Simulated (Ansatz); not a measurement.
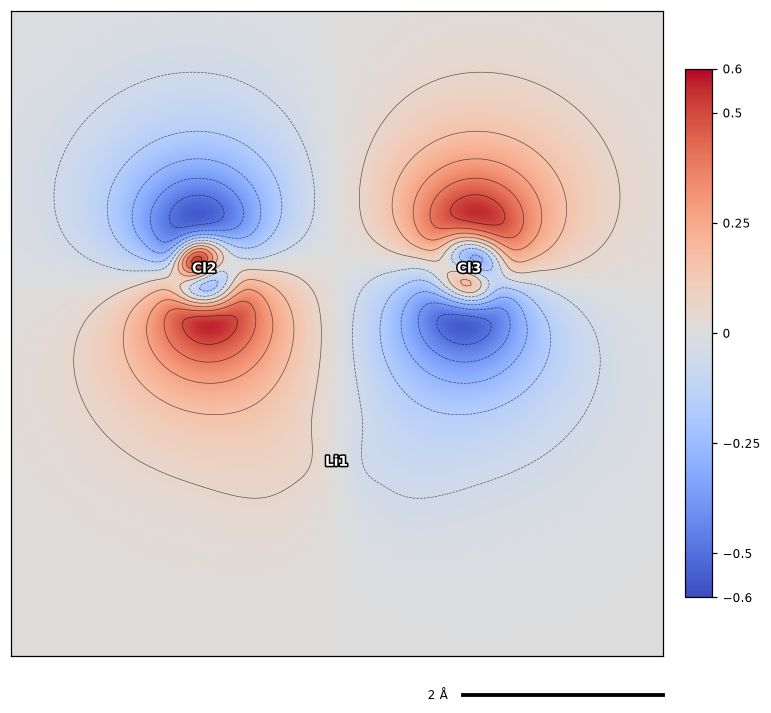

Figure. Cl2Li (charge −1, triplet). The HOMO−1 (β) on the molecular plane (values in Å⁻³ᐟ²; the overall sign is arbitrary).

Geometry: r2SCAN-D4/def2-TZVPD; the highest occupied orbital lies above zero, a sign that basis and functional describe the outermost electron poorly.

Level of theory: Ansatz, UKS PBE0-D4/def2-TZVPD.

```xyz
3

Li   -0.5909   -1.0863    0.3562
Cl   -0.3594    0.5227   -1.3270
Cl    0.9503    0.5637    0.9708
```

Q: Where does this orbital lie, and at what energy?

A: It lies mainly on Cl2 (about 50 %) and Cl3 (about 50 %); it is symmetric in the molecular plane (an in-plane orbital: σ, lone-pair or in-plane π type); largely a combination of lone pairs on Cl2 and Cl3. Its energy is −4.67 eV.
